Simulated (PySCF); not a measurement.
## Run report: CH8BGeN, geometry relaxation

- system: CH8BGeN, SMILES CN[BH][GeH3]
- method: PBE0-D3(BJ)/def2-SVP geometry optimisation, gas phase (PySCF 2.14.0)

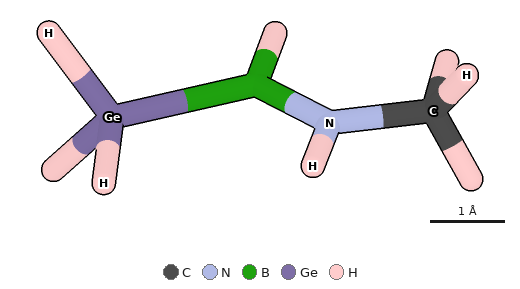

Figure 1. The input geometry (stick view, seen at an oblique angle). Sticks mark near contacts. Bond lengths as drawn: B–Ge 2.06 Å, B–H 1.20 Å, B–N 1.36 Å, C–H 1.08 to 1.13 Å, C–N 1.42 Å, Ge–H 1.48 to 1.49 Å and H–N 1.02 Å.

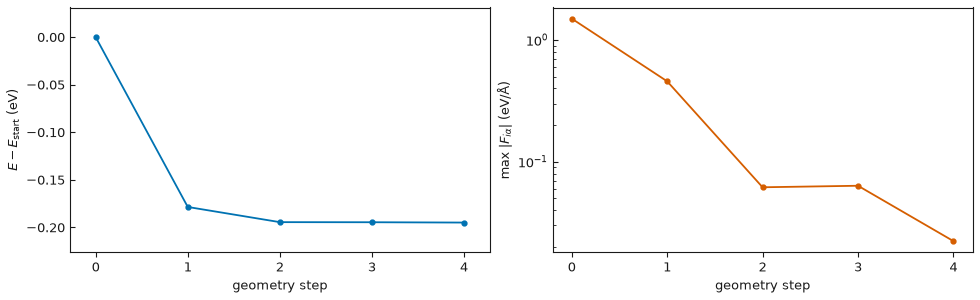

Figure 2. Progress of the relaxation, step by step (steps are counted from 0).

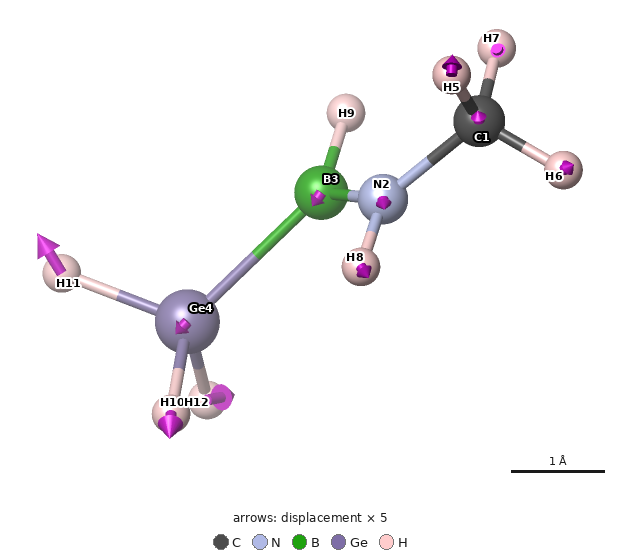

Figure 3. The starting structure with the displacements as pink arrows, magnified 5 times (ball-and-stick view, seen at a tilt). The two geometries are laid on each other by the best rigid fit. Over 4 geometry steps the energy falls by 0.195 eV. Largest force component: 1.5 eV/Å at the start, 0.022 eV/Å at the end. The largest moves after the best rigid fit, 0.10 Å, are those of H11 and H12. Largest moves by element: H 0.10 Å, Ge 0.04 Å, B 0.04 Å, N 0.03 Å, C 0.03 Å. Among the contacts that change: Ge4–H11 1.476 → 1.544 Å, Ge4–H10 1.492 → 1.550 Å, Ge4–H12 1.489 → 1.544 Å, N2–B3 1.359 → 1.387 Å. Among the angles that change: B3–Ge4–H12 116.6° → 112.6°, H11–Ge4–H12 102.5° → 106.3°, H10–Ge4–H12 103.2° → 106.7°. (Atoms are counted from 1 in the order of the input.)

The input and output of the run follow.

**Input**
```
{"job": {"xc": "PBE0", "basis": "def2-SVP", "d3": "d3bj", "grid": 1, "maxiter": 30, "shake": 0.01, "kind": "geom"}, "charge": 0, "multiplicity": 1}
C     -2.123360    -0.198610    -0.031720
N     -0.725100    -0.137310    -0.280770
B      0.262960     0.190580     0.592260
Ge     2.219770     0.155970    -0.049470
H     -2.672180     0.512040    -0.709990
H     -2.540990    -1.173790    -0.209150
H     -2.331650     0.108710     0.995550
H     -0.481040    -0.382440    -1.237550
H     -0.014360     0.488280     1.717180
H      2.359380    -0.250070    -1.477880
H      2.948790     1.436960     0.022800
H      3.137460    -0.778600     0.659720
```

The first line tells a small driver script what to run in PySCF; the rest is the geometry in Å.

Launched with:
```bash
OMP_NUM_THREADS=1 python <driver script> task.json out
```

**What the program printed**
```
step   0  E = -2198.77903170  max force = 0.029102
step   1  E = -2198.78558973  max force = 0.008897
step   2  E = -2198.78617607  max force = 0.001200
step   3  E = -2198.78617989  max force = 0.001235
step   4  E = -2198.78619214  max force = 0.000434
optimisation converged
```

**Trajectory as extended XYZ (Å, eV, eV/Å), 5 frames, from step=0 to step=4**
```
12
Properties=species:S:1:pos:R:3:forces:R:3 step=0 energy=-59831.82500
C    -2.1234   -0.1986   -0.0317   -0.7582   1.4965  -0.4518
N    -0.7251   -0.1373   -0.2808   -0.1913  -0.4598  -1.0056
B     0.2630    0.1906    0.5923    1.1797   0.2212   0.5268
Ge    2.2198    0.1560   -0.0495   -0.8422  -0.1983   0.2607
H    -2.6722    0.5120   -0.7100    0.2251  -0.3955   0.4263
H    -2.5410   -1.1738   -0.2092   -0.2884  -0.9324  -0.0683
H    -2.3316    0.1087    0.9956   -0.0514  -0.0350   0.2048
H    -0.4810   -0.3824   -1.2375    0.0280   0.0035   0.0778
H    -0.0144    0.4883    1.7172   -0.1588   0.0716   0.3301
H     2.3594   -0.2501   -1.4779   -0.0895  -0.3234  -1.1274
H     2.9488    1.4370    0.0228    0.4836   1.3188   0.1474
H     3.1375   -0.7786    0.6597    0.4634  -0.7672   0.6790
12
Properties=species:S:1:pos:R:3:forces:R:3 step=1 energy=-59832.00346
C    -2.3807   -0.1594   -0.3297    0.0429  -0.2522  -0.0323
N    -0.9606   -0.1314   -0.5989   -0.0017   0.0704   0.1157
B     0.0573    0.2023    0.2846   -0.0850  -0.0337  -0.0849
Ge    2.0092    0.1837   -0.3758    0.4575   0.0483  -0.1576
H    -2.9270    0.5618   -0.9553   -0.0425   0.0641  -0.0603
H    -2.8083   -1.1634   -0.5202    0.0517   0.1498   0.0331
H    -2.5589    0.0944    0.7218    0.0035   0.0148   0.0498
H    -0.7235   -0.3739   -1.5546    0.0048  -0.0182  -0.0582
H    -0.2420    0.4931    1.4206    0.0019   0.0125   0.0305
H     2.0987   -0.2453   -1.8893   -0.0183   0.1095   0.3662
H     2.7140    1.5853   -0.2663   -0.2114  -0.3846  -0.0297
H     2.9130   -0.8163    0.4224   -0.2033   0.2193  -0.1724
12
Properties=species:S:1:pos:R:3:forces:R:3 step=2 energy=-59832.01941
C    -2.3792   -0.1605   -0.3260   -0.0086  -0.0275  -0.0306
N    -0.9638   -0.1333   -0.6117    0.0162   0.0259   0.0253
B     0.0568    0.1987    0.2670   -0.0033  -0.0106  -0.0032
Ge    2.0167    0.1834   -0.3749    0.0617   0.0068  -0.0499
H    -2.9329    0.5633   -0.9476   -0.0027  -0.0047   0.0063
H    -2.8107   -1.1595   -0.5080    0.0030   0.0131   0.0026
H    -2.5423    0.0961    0.7289    0.0005   0.0066  -0.0051
H    -0.7351   -0.3774   -1.5706   -0.0072  -0.0030   0.0065
H    -0.2447    0.4903    1.4036    0.0070   0.0058   0.0128
H     2.1229   -0.2356   -1.8662   -0.0007   0.0101   0.0324
H     2.7007    1.5665   -0.2576   -0.0386  -0.0321   0.0036
H     2.9029   -0.8010    0.4225   -0.0272   0.0096  -0.0008
12
Properties=species:S:1:pos:R:3:forces:R:3 step=3 energy=-59832.01952
C    -2.3803   -0.1622   -0.3317    0.0201   0.0137   0.0414
N    -0.9614   -0.1287   -0.5992   -0.0107  -0.0068  -0.0635
B     0.0607    0.2017    0.2778   -0.0281  -0.0062   0.0162
Ge    2.0159    0.1820   -0.3784    0.0048  -0.0020   0.0018
H    -2.9300    0.5587   -0.9601    0.0063  -0.0011   0.0009
H    -2.8055   -1.1625   -0.5177    0.0046  -0.0057   0.0009
H    -2.5573    0.0954    0.7207   -0.0090   0.0040   0.0039
H    -0.7277   -0.3738   -1.5565    0.0092  -0.0022  -0.0057
H    -0.2334    0.4945    1.4166    0.0011   0.0017  -0.0013
H     2.1148   -0.2351   -1.8677   -0.0017  -0.0036  -0.0099
H     2.6954    1.5633   -0.2614    0.0007   0.0195   0.0040
H     2.9002   -0.8024    0.4167    0.0029  -0.0113   0.0113
12
Properties=species:S:1:pos:R:3:forces:R:3 step=4 energy=-59832.01985
C    -2.3792   -0.1615   -0.3297    0.0058   0.0025   0.0147
N    -0.9620   -0.1305   -0.6055   -0.0063   0.0046  -0.0223
B     0.0592    0.2001    0.2726   -0.0075  -0.0075   0.0058
Ge    2.0165    0.1823   -0.3776    0.0027  -0.0031  -0.0013
H    -2.9312    0.5599   -0.9553    0.0012  -0.0005  -0.0012
H    -2.8068   -1.1613   -0.5128    0.0006  -0.0044   0.0008
H    -2.5502    0.0969    0.7235   -0.0032   0.0027  -0.0007
H    -0.7305   -0.3760   -1.5633    0.0024  -0.0007   0.0010
H    -0.2373    0.4926    1.4109    0.0020   0.0016  -0.0018
H     2.1206   -0.2344   -1.8668    0.0004  -0.0025  -0.0071
H     2.6936    1.5647   -0.2575    0.0004   0.0150   0.0034
H     2.8987   -0.8019    0.4207    0.0015  -0.0078   0.0086
```

**Summary**

- outcome: converged
- total energy: −2198.786192 hartree
- dipole moment: 2.97 D
- point group: Cs
- hardware: 1 CPU thread, shared host
- wall time: 23 s
- peak memory: 0.46 GiB
